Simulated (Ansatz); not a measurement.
# How many bands does the GW gap of H2CClF (P2_1) need?

How do accuracy and time trade against each other in G0W0 on H2CClF (P2_1)?

Method: G0W0 on PBE, plane waves, PAW, in Ansatz 0.2.0.

## (1) The structure

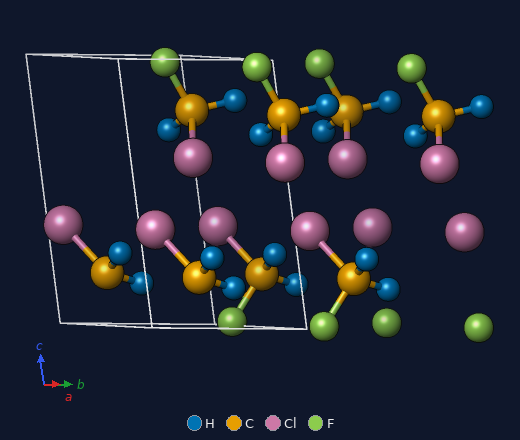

The cell as given, slightly off an axis (hydrogen blue, carbon orange, chlorine pink, fluorine green). 2×2×1 cells are drawn. Bonds to atoms that aren't drawn are left out. Some periodic images of atoms are drawn too.

Geometry: measured cell, ions relaxed with PBE. The runs that relaxed it are not among those shown. The default PAW set here is soft_2. Its files were made with PBE.

## (2) 101 empty bands, screening to 48 eV

Now the one-shot GW correction: screening in the RPA, then the self-energy of the levels asked for.

Contents of input.yaml:

```yaml
crystal:
  lattice:
    - [5.0206, 0.0, 0.0]
    - [0.0, 4.1477, 0.0]
    - [-2.1143188253, 0.0, 6.4288463713]
  atoms:
    - { symbol: H, position: [0.2853907074, 0.3914333251, 0.1553547444] }
    - { symbol: H, position: [0.7146092926, 0.8914333251, 0.8446452556] }
    - { symbol: H, position: [0.5708661695, 0.1079278767, 0.2708692269] }
    - { symbol: H, position: [0.4291338305, 0.6079278767, 0.7291307731] }
    - { symbol: C, position: [0.3461441783, 0.1407585261, 0.1942650717] }
    - { symbol: C, position: [0.6538558217, 0.6407585261, 0.8057349283] }
    - { symbol: Cl, position: [0.1665216804, 0.0025228448, 0.3683413112] }
    - { symbol: Cl, position: [0.8334783196, 0.5025228448, 0.6316586888] }
    - { symbol: F, position: [0.2645503672, 0.9578574273, 0.0149998989] }
    - { symbol: F, position: [0.7354496328, 0.4578574273, 0.9850001011] }
kpoints:
  mp_grid: { grid: [4, 4, 2] }
hamiltonian:
  xc: pbe
scf:
  occupations: { method: fixed }
gw:
  n_empty_bands: 101
  ecut_chi: 48
  qp_bands: [v3, c3]
  qp_kpoints: band_edges
  screening: { model: contour_deformation }
```

Launch:

```
> ansatz run input.yaml --threads 3 --pin off --max-ram 92160MiB --backend cuda --events-out ev --progress --plain --runs-dir out --devices 1 --max-vram 13GiB  # rebuilt from the run's record
```

Numbers of over 12 decimals in the logs are rounded to 6 here.

The log of the run:

```text
GPUs: using 1 of 1 available (devices: 1).
Engine: ansatz 0.2.0, x86_64-unknown-linux-gnu
Pseudopotentials: kind: paw
Pseudopotential: H, paw, valence charge 1, recommended cutoff 420 eV (normal), H.paw.azcp
Pseudopotential: C, paw, valence charge 4, recommended cutoff 420 eV (normal), C.paw.azcp
Pseudopotential: Cl, paw, valence charge 7, recommended cutoff 420 eV (normal), Cl.paw.azcp
Pseudopotential: F, paw, valence charge 7, recommended cutoff 420 eV (normal), F.paw.azcp
Functional definition: PBE
  parameter kappa = 0.804
  parameter beta = 0.066725
  exchange = pbe_x(kappa = kappa, mu = beta*pi^2/3)
  correlation = pbe_c(beta = beta)
device memory: the entry about to start is reckoned to put 1.1 GiB on a device that reports 38.1 GiB free (of which the cap on the GPU budget leaves the run 13.0 GiB)
GPU FFT provider: cuFFT
GPU libraries: cuBLAS 13.8.2, cuFFT 12.4.0, cuSOLVER 12.3.4
Crystal: 10 atoms, lattice volume = 133.874 Å³
Basis set: ecut = 420 eV, 2603 PW (Γ)
Bands: 30, of which v1, the nominal top of the filled ones, is band 20 counted from 1 (19 counted from 0)
Symmetry: 2 space group operations
Space group: P21 (ITA 4), of the structure as read, at distance tolerance 5.1e-5 Å
k-points: 18 of 32 (time reversal used)
Non-local potential: H, projectors of the file, l = 0: 2, l = 1: 1
Non-local potential: C, projectors of the file, l = 0: 2, l = 1: 2, l = 2: 1
Non-local potential: Cl, projectors of the file, l = 0: 2, l = 1: 2, l = 2: 2
Non-local potential: F, projectors of the file, l = 0: 2, l = 1: 2, l = 2: 1
PAW form: soft (Blöchl's): semilocal exchange-correlation on the pseudo side does not see the compensation charge
PAW one-centre angular grid: H, 110 points (default); XC on 64 Gauss nodes
PAW one-centre angular grid: C, 110 points (default); XC on 64 Gauss nodes
PAW one-centre angular grid: Cl, 110 points (default); XC on 64 Gauss nodes
PAW one-centre angular grid: F, 110 points (default); XC on 64 Gauss nodes
Initial density: superposition of atomic densities (neutral atoms: chi_scale 0, normalization atom), corrected by the library's trained network
Initial wavefunctions: pseudopotential atomic-orbital guess
GPU buffer pool allocated for 51840 grid points (all kernels)
GPU transforms: local potential and band sums: pruned to the plane-wave sphere, on 36×27×45
Functional: x = pbe(κ = 0.804, μ = 0.219515), c = pbe(β = 0.066725)
SCF iter   1: F=—  HF=-4341.606285 eV  |F-HF|=—  |Δ(HF+E_count)|=         —  Δρ=1.53e-3  dr2=8.72e-4  ethr=1.77e-3  ⟨swp⟩=5.1  Hψ=2181  notcnv=0  defer=144
preconditioner: auto → Resta (q_TF=auto, 2.231 Å⁻¹)  ε∞=2.9  [insulator: Δε(μ)=5.995 eV  Ē_g=14.002 eV  n_scr=26 (ndim 8)  ℏωp=19.3 eV  f_vac=0.108  ε∞_Penn≈2.9]
SCF iter   2: F=—  HF=-4341.607819 eV  |F-HF|=—  |Δ(HF+E_count)|=   1.53e-3  Δρ=8.09e-4  dr2=2.59e-4  ethr=2.18e-6  ⟨swp⟩=2.7  Hψ=1213  notcnv=0  defer=144
SCF iter   3: F=—  HF=-4341.608489 eV  |F-HF|=—  |Δ(HF+E_count)|=   6.70e-4  Δρ=2.97e-4  dr2=5.78e-5  ethr=6.48e-7  ⟨swp⟩=2.0  Hψ=828  notcnv=0  defer=144
SCF iter   4: F=—  HF=-4341.608569 eV  |F-HF|=—  |Δ(HF+E_count)|=   7.97e-5  Δρ=6.06e-5  dr2=4.87e-6  ethr=1.45e-7  ⟨swp⟩=2.6  Hψ=933  notcnv=0  defer=144
SCF iter   5: F=—  HF=-4341.608571 eV  |F-HF|=—  |Δ(HF+E_count)|=   2.25e-6  Δρ=3.44e-5  dr2=9.75e-7  ethr=1.22e-8  ⟨swp⟩=2.8  Hψ=833  notcnv=0  defer=144
SCF iter   6: F=—  HF=-4341.608571 eV  |F-HF|=—  |Δ(HF+E_count)|=   2.82e-7  Δρ=1.28e-5  dr2=1.59e-7  ethr=2.44e-9  ⟨swp⟩=2.9  Hψ=1004  notcnv=0  defer=144
SCF iter   7: F=-4341.608571 eV  HF=-4341.608571 eV  |F-HF|=2.36e-11  |Δ(HF+E_count)|=   9.44e-8  Δρ=1.72e-6  dr2=3.87e-9  ethr=2.50e-10  ⟨swp⟩=8.7  Hψ=2347  notcnv=0
SCF 1 converged in 7 iterations: F = -4341.608571 eV  dr2 = 3.87e-9
  greatest PAW one-centre occupation: 0.932 electrons in one spin orbital (limit 2), on the F atom at site 9 (counted from 0), in its partial waves of l = 0
device memory: the entry about to start is reckoned to put 1.2 GiB (of the 1.3 GiB reckoned in all, the device holds 0.1 GiB already) on a device that reports 37.4 GiB free (of which the cap on the GPU budget leaves the run 12.9 GiB)
NSCF: frozen V_eff on 18 k-points, pencils in batches of 32, up to order 120
the band table was solved once the SCF had ended and its energy, with any forces and stress, was formed, with the checks that follow a solve (2302 applications of the Hamiltonian). They found nothing against the state; the energy, forces and stress were not computed again (output.eigenvalues in the input reference)
device memory: the entry about to start is reckoned to put 4.1 GiB on a device that reports 39.2 GiB free (of which the cap on the GPU budget leaves the run 13.0 GiB)
NSCF: frozen V_eff on 18 k-points
G₀W₀ screening: q 1/18
[... further progress lines ...]
device memory: the entry about to start is reckoned to put 0.4 GiB on a device that reports 40.2 GiB free (of which the cap on the GPU budget leaves the run 13.0 GiB)
NSCF: frozen V_eff on 1 k-points
device memory: the entry about to start is reckoned to put 0.5 GiB on a device that reports 40.2 GiB free (of which the cap on the GPU budget leaves the run 13.0 GiB)
NSCF: frozen V_eff on 1 k-points
SCF converged after 7 iterations
Free energy (F): -4341.608571 eV
Harris-Foulkes:  -4341.608571 eV  (|F-HF|=2.36e-11)
Internal energy: -4341.608571 eV  (E = F + TS)
E sigma→0 (E₀):  -4341.608571 eV
Fermi energy:    -0.638675 eV
--- Per-component energies (eV) ---
  E_band       = -302.456630
  E_kinetic    = 966.190213
  E_local      = -2749.921670  (includes V_loc(G=0)·N_el)
  E_nonlocal   = 264.470546
  E_hartree    = 983.658204
  E_xc         = -502.593272
  E_vxc        = -609.485319  (∫ρ·V_xc dr)
  E_paw        = -1919.564816  (= ΣΔE_a)
  E_vpaw       = -141.024539  (= ΣTr[D̂ρ^β])
  E_aug_tail   = -0.001295  (compensation charges beyond the density's cutoff)
  E_ewald      = -1383.846480
  E_smearing   = -0.000000  (= −TS)
  E_closure    = 0.000000  (closes the sum)
  Σ components = -4341.608571   (vs F -4341.608571, Δ=0.00e0)
--- Band table (eV; the first three rows and the last of 18) ---
  k-point 0: bands = [... 16 lower, -1.4015, -1.3764, -1.3552, -0.8884, 5.7133, 5.9528, 6.4523, 7.5892, ... 6 higher]
  k-point 1: bands = [... 16 lower, -1.5417, -1.2640, -1.2484, -0.9205, 5.7843, 5.8114, 6.7083, 7.0240, ... 6 higher]
  k-point 2: bands = [... 16 lower, -1.4757, -1.4155, -1.2257, -0.8710, 5.6744, 5.9702, 6.7764, 7.6708, ... 6 higher]
  k-point 17: bands = [... 16 lower, -1.4113, -1.4113, -0.6445, -0.6445, 5.8940, 5.8940, 7.1943, 7.1943, ... 6 higher]
--- G₀W₀: contour deformation, 5 samples at zero and on the imaginary axis and 1 off it, 32 q-points, 101 empty bands' worth ---
  eigenvalues of the whole cell's RPA ε∞ on this k-mesh (on a slab, of 1 + 4πα/V) = 2.0139, 2.0391, 2.3738; static W/v taken at q = 0 is 0.463004
  bands read: the sum over 121 bands ends inside a degenerate multiplet in 6 slots, whose members it reads at an even weight; the widest, k=4: bands 121 to 122 (counted from 1) at 1/2 each
  gw.qp_kpoints: band_edges: 18 of 18 stored k-points solved, in 1 pass; an edge of the gap read off the rows below is read off those points alone
    ik  band        ε_KS         Σx   Σc(E_QP)       V_xc       Z   E_QP_lin       E_QP  E_QP is
     0    18     -1.3764   -21.8646     3.0944   -16.9663  0.8198    -3.2143    -3.1802  root
     0    19     -1.3552   -20.7926     2.9857   -15.9770  0.8205    -3.2215    -3.1851  root
     0    20     -0.8884   -21.1856     2.9024   -16.5487  0.8248    -2.6525    -2.6229  root
     0    21      5.7133    -8.7356    -3.3222   -14.4205  0.8455     8.1229     8.0760  root
     0    22      5.9528    -8.8659    -3.4122   -14.6904  0.8424     8.4169     8.3651  root
     0    23      6.4523    -5.9743    -3.1593   -10.6806  0.8643     8.0166     7.9993  root
     1    18     -1.2640   -21.5109     3.0274   -16.6649  0.8232    -3.1164    -3.0824  root
     1    19     -1.2484   -20.8088     2.9739   -16.0149  0.8216    -3.1037    -3.0683  root
     1    20     -0.9205   -21.3280     2.8912   -16.7415  0.8234    -2.6440    -2.6158  root
     1    21      5.7843    -9.3716    -3.4842   -15.4276  0.8401     8.4151     8.3561  root
     1    22      5.8114    -7.9757    -3.2537   -13.3939  0.8501     8.0139     7.9758  root
     1    23      6.7083    -5.7502    -3.1463   -10.3229  0.8648     8.1493     8.1348  root
     2    18     -1.4155   -21.9685     3.1213   -17.0283  0.8202    -3.2691    -3.2343  root
     2    19     -1.2257   -21.1506     3.0170   -16.2995  0.8227    -3.0951    -3.0597  root
     2    20     -0.8710   -21.5605     2.9744   -16.8226  0.8259    -2.6648    -2.6344  root
     2    21      5.6744    -8.6678    -3.3053   -14.2850  0.8465     8.0304     7.9862  root
     2    22      5.9702    -9.1151    -3.4477   -15.0565  0.8408     8.5202     8.4638  root
     2    23      6.7764    -6.6692    -3.3057   -11.8440  0.8578     8.6734     8.6455  root
     3    18     -1.3759   -21.3337     2.9908   -16.5469  0.8217    -3.2054    -3.1718  root
     3    19     -1.1531   -21.3035     3.0313   -16.4385  0.8237    -3.0217    -2.9868  root
     3    20     -0.9478   -21.3903     2.9531   -16.6736  0.8252    -2.7420    -2.7113  root
     3    21      5.7808    -9.2218    -3.4243   -15.1462  0.8416     8.3356     8.2808  root
     3    22      5.8964    -8.2195    -3.3067   -13.8010  0.8474     8.2147     8.1711  root
     3    23      7.0242    -8.1695    -3.4832   -13.9005  0.8494     9.3171     9.2719  root
[...]
16    22      5.9032    -9.3686    -3.4384   -15.3084  0.8405     8.4607     8.4046  root
    16    23      6.9427    -6.4494    -3.2841   -11.5839  0.8610     8.8195     8.7930  root
    17    18     -1.4113   -22.0727     3.0871   -17.1915  0.8215    -3.2383    -3.2053  root
    17    19     -0.6445   -21.8703     2.9958   -17.1246  0.8283    -2.4231    -2.3943  root
    17    20     -0.6445   -21.8703     2.9958   -17.1246  0.8283    -2.4231    -2.3943  root
    17    21      5.8940    -9.3250    -3.4381   -15.2451  0.8416     8.4306     8.3760  root
    17    22      5.8940    -9.3250    -3.4381   -15.2451  0.8416     8.4306     8.3760  root
    17    23      7.1943    -7.0034    -3.3734   -12.3974  0.8550     9.2491     9.2149  root
```

Elapsed: 14 s, on 1 × NVIDIA H100 80GB HBM3 (shared by 6 runs) with 3 threads of AMD EPYC 7R13 (Zen 3), shared host; peak memory 1.2 GiB; 20 s of CPU time.

Numbers from this step:

| Item | Value |
| --- | --- |
| bands summed | 121 |
| RPA ε∞ on this mesh (eigenvalues) | 2.014, 2.039, 2.374 |
| plane waves in the screening matrix | 97 |
| q-points in the mesh | 32 |
| G0W0 gap on the mesh | 9.986 eV |
| k of the valence top | -0.5, -0.5, -0.5 |
| k of the conduction bottom | 0.25, 0, -0.5 |
| starting gap on the mesh | 5.996 eV |
| Z at the valence top | 0.8283 |
| Z at the conduction bottom | 0.8514 |
| least direct G0W0 gap on the computed points | 10.03 eV |

The gap on the mesh goes from 6.00 eV to 9.99 eV, a correction of +3.99 eV, though a band edge has moved to another state.

## (3) 285 empty bands, screening to 96 eV

Bands and screening cutoff are moved together, since each hides the error of the other.

input.yaml, as its differences from that of step 2:

```diff
@@ -23,4 +23,4 @@
 gw:
-  n_empty_bands: 101
-  ecut_chi: 48
+  n_empty_bands: 285
+  ecut_chi: 96
   qp_bands: [v3, c3]
```

The log of the run:

```text
GPUs: using 1 of 1 available (devices: 1).
[...]
GPU FFT provider: cuFFT
GPU libraries: cuBLAS 13.8.2, cuFFT 12.4.0, cuSOLVER 12.3.4
Crystal: 10 atoms, lattice volume = 133.874 Å³
Basis set: ecut = 420 eV, 2603 PW (Γ)
Bands: 30, of which v1, the nominal top of the filled ones, is band 20 counted from 1 (19 counted from 0)
Symmetry: 2 space group operations
[...]
k-points: 18 of 32 (time reversal used)
[...]
GPU buffer pool allocated for 51840 grid points (all kernels)
[...]
SCF iter   1: F=—  HF=-4341.606285 eV  |F-HF|=—  |Δ(HF+E_count)|=         —  Δρ=1.53e-3  dr2=8.72e-4  ethr=1.77e-3  ⟨swp⟩=5.1  Hψ=2181  notcnv=0  defer=144
[...]
SCF iter   7: F=-4341.608571 eV  HF=-4341.608571 eV  |F-HF|=2.36e-11  |Δ(HF+E_count)|=   9.44e-8  Δρ=1.72e-6  dr2=3.87e-9  ethr=2.50e-10  ⟨swp⟩=8.7  Hψ=2347  notcnv=0
SCF 1 converged in 7 iterations: F = -4341.608571 eV  dr2 = 3.87e-9
[...]
NSCF: frozen V_eff on 18 k-points, pencils in batches of 32, up to order 120
[...]
NSCF: frozen V_eff on 18 k-points
G₀W₀ screening: q 1/18
[... further progress lines ...]
[...]
SCF converged after 7 iterations
Free energy (F): -4341.608571 eV
[...]
Internal energy: -4341.608571 eV  (E = F + TS)
E sigma→0 (E₀):  -4341.608571 eV
Fermi energy:    -0.638675 eV
[...]
--- Band table (eV; the first three rows and the last of 18) ---
  k-point 0: bands = [... 16 lower, -1.4015, -1.3764, -1.3552, -0.8884, 5.7133, 5.9528, 6.4523, 7.5892, ... 6 higher]
  k-point 1: bands = [... 16 lower, -1.5417, -1.2640, -1.2484, -0.9205, 5.7843, 5.8114, 6.7083, 7.0240, ... 6 higher]
  k-point 2: bands = [... 16 lower, -1.4757, -1.4155, -1.2257, -0.8710, 5.6744, 5.9702, 6.7764, 7.6708, ... 6 higher]
  k-point 17: bands = [... 16 lower, -1.4113, -1.4113, -0.6445, -0.6445, 5.8940, 5.8940, 7.1943, 7.1943, ... 6 higher]
[...]
0    18     -1.3764   -21.8646     2.8629   -16.9663  0.8113    -3.4559    -3.4118  root
     0    19     -1.3552   -20.7926     2.7186   -15.9770  0.8127    -3.5011    -3.4522  root
     0    20     -0.8884   -21.1856     2.6099   -16.5487  0.8163    -2.9566    -2.9155  root
     0    21      5.7133    -8.7356    -3.6576   -14.4205  0.8375     7.7732     7.7406  root
     0    22      5.9528    -8.8659    -3.7508   -14.6904  0.8346     8.0626     8.0264  root
     0    23      6.4523    -5.9743    -3.3619   -10.6806  0.8603     7.8092     7.7967  root
     1    18     -1.2640   -21.5109     2.7744   -16.6649  0.8148    -3.3803    -3.3355  root
     1    19     -1.2484   -20.8088     2.6971   -16.0149  0.8137    -3.3931    -3.3451  root
[...]
17    20     -0.6445   -21.8703     2.7193   -17.1246  0.8192    -2.7098    -2.6709  root
    17    21      5.8940    -9.3250    -3.7826   -15.2451  0.8331     8.0697     8.0315  root
    17    22      5.8940    -9.3250    -3.7826   -15.2451  0.8331     8.0697     8.0315  root
    17    23      7.1943    -7.0034    -3.6280   -12.3974  0.8506     8.9852     8.9603  root
```

The job ended after 27 s (1 × NVIDIA H100 80GB HBM3 (shared by 6 runs) with 3 threads; peak memory 1.5 GiB).

Numbers from this step:

```yaml
bands_summed: 305
rpa_eps_infinity_on_this_mesh_eigenvalues: 2.004, 2.029, 2.359
plane_waves_in_the_screening_matrix: 299
q_points_in_the_mesh: 32
g0w0_gap_on_the_mesh: 9.981 eV
k_of_the_valence_top: -0.5, -0.5, 0
k_of_the_conduction_bottom: -0.5, 0, 0
starting_gap_on_the_mesh: 5.996 eV
z_at_the_valence_top: 0.8190
z_at_the_conduction_bottom: 0.8386
least_direct_g0w0_gap_on_the_computed_points: 10.02 eV
```

Against the run with 4×4×2 mesh, 101 empty bands, screening to 48 eV, the gap moves by −0.005 eV.

## (4) 615 empty bands, screening to 160 eV

input.yaml, as its differences from that of step 3:

```diff
@@ -23,4 +23,4 @@
 gw:
-  n_empty_bands: 285
-  ecut_chi: 96
+  n_empty_bands: 615
+  ecut_chi: 160.0
   qp_bands: [v3, c3]
```

The log of the run:

```text
GPUs: using 1 of 1 available (devices: 1).
[...]
GPU FFT provider: cuFFT
GPU libraries: cuBLAS 13.8.2, cuFFT 12.4.0, cuSOLVER 12.3.4
Crystal: 10 atoms, lattice volume = 133.874 Å³
Basis set: ecut = 420 eV, 2603 PW (Γ)
Bands: 30, of which v1, the nominal top of the filled ones, is band 20 counted from 1 (19 counted from 0)
Symmetry: 2 space group operations
[...]
k-points: 18 of 32 (time reversal used)
[...]
1    19     -1.2484   -20.8088     2.4614   -16.0149  0.8112    -3.6422    -3.5809  root
[...]
17    20     -0.6445   -21.8703     2.4577   -17.1246  0.8163    -2.9833    -2.9324  root
    17    21      5.8940    -9.3250    -4.0039   -15.2451  0.8300     7.8402     7.8101  root
    17    22      5.8940    -9.3250    -4.0039   -15.2451  0.8300     7.8402     7.8101  root
    17    23      7.1943    -7.0034    -3.7735   -12.3974  0.8487     8.8354     8.8148  root
[key lines of the parts left out:]
SCF converged after 7 iterations
Free energy (F): -4341.608571 eV
Fermi energy:    -0.638675 eV
```

Wall time 59 s (1 × NVIDIA H100 80GB HBM3 (shared by 6 runs) with 3 threads); peak memory 2.5 GiB; 1.8 min of CPU time.

Numbers from this step:

* bands summed: 635
* RPA ε∞ on this mesh (eigenvalues): 1.997, 2.022, 2.343
* plane waves in the screening matrix: 615
* G0W0 gap on the mesh: 10.03 eV
* k of the valence top: -0.5, -0.5, 0
* k of the conduction bottom: -0.5, 0, 0
* starting gap on the mesh: 5.996 eV
* least direct G0W0 gap on the computed points: 10.07 eV

Against the run with 4×4×2 mesh, 285 empty bands, screening to 96 eV, the gap moves by +0.05 eV.

## (5) Changing the k mesh: 2×2×2 mesh, 285 empty bands, screening to 96 eV

Only the mesh changes. It samples the long-range screening, which converges on its own terms. Bands and cutoff differ from the step before, so it is read against an earlier run that matches them.

input.yaml, as its differences from that of step 4:

```diff
@@ -17,3 +17,3 @@
 kpoints:
-  mp_grid: { grid: [4, 4, 2] }
+  mp_grid: { grid: [2, 2, 2] }
 hamiltonian:
@@ -23,4 +23,4 @@
 gw:
-  n_empty_bands: 615
-  ecut_chi: 160.0
+  n_empty_bands: 285
+  ecut_chi: 96
   qp_bands: [v3, c3]
```

The log of the run:

```text
GPUs: using 1 of 1 available (devices: 1).
[...]
GPU FFT provider: cuFFT
GPU libraries: cuBLAS 13.8.2, cuFFT 12.4.0, cuSOLVER 12.3.4
Crystal: 10 atoms, lattice volume = 133.874 Å³
Basis set: ecut = 420 eV, 2603 PW (Γ)
Bands: 30, of which v1, the nominal top of the filled ones, is band 20 counted from 1 (19 counted from 0)
Symmetry: 2 space group operations
[...]
k-points: 8
[...]
1    19     -1.2418   -20.8587     2.7298   -16.0136  0.8138    -3.4060    -3.3571  root
[...]
7    20     -0.6392   -21.9303     2.7648   -17.1182  0.8185    -2.7268    -2.6864  root
     7    21      5.8975    -9.3029    -3.8034   -15.2417  0.8326     8.0713     8.0329  root
     7    22      5.8975    -9.3029    -3.8034   -15.2417  0.8326     8.0713     8.0329  root
     7    23      7.1956    -6.9797    -3.6598   -12.3998  0.8494     8.9811     8.9559  root
[key lines of the parts left out:]
SCF converged after 7 iterations
Free energy (F): -4341.592690 eV
Fermi energy:    -0.633462 eV
```

It took 9.6 s on 1 × NVIDIA H100 80GB HBM3 (shared by 6 runs) with 3 threads; peak memory 1.3 GiB; 18 s of CPU time.

This step gave:

| Item | Value |
| --- | --- |
| bands summed | 305 |
| RPA ε∞ on this mesh (eigenvalues) | 2.017, 2.036, 2.374 |
| plane waves in the screening matrix | 299 |
| G0W0 gap on the mesh | 10.00 eV |
| k of the valence top | -0.5, -0.5, 0 |
| k of the conduction bottom | -0.5, 0, 0 |
| starting gap on the mesh | 5.994 eV |
| least direct G0W0 gap on the computed points | 10.05 eV |

Against the run with 4×4×2 mesh, 285 empty bands, screening to 96 eV, the gap moves by +0.02 eV.

(Continued in part 2 of 2.)

[Paths, hosts, dates, memory and timing lines, banners, echoed tables and standing remarks are left out of the program output.]

[Logs are printed without paths, hosts, clocks, repeated set-up lines and the standing remarks that a program may print on its own settings, such as how far it seeks lower states.]

[Runs of the session that timed out or met a known fault of the program may be left out.]

[Cells called generated may have been cut or substituted from an entry of the Crystallography Open Database or the Materials Project.]

[Hosts, paths, dates, database ids (printed as entryN), source tags and the programs' standing remarks are cut or masked in the printed files.]
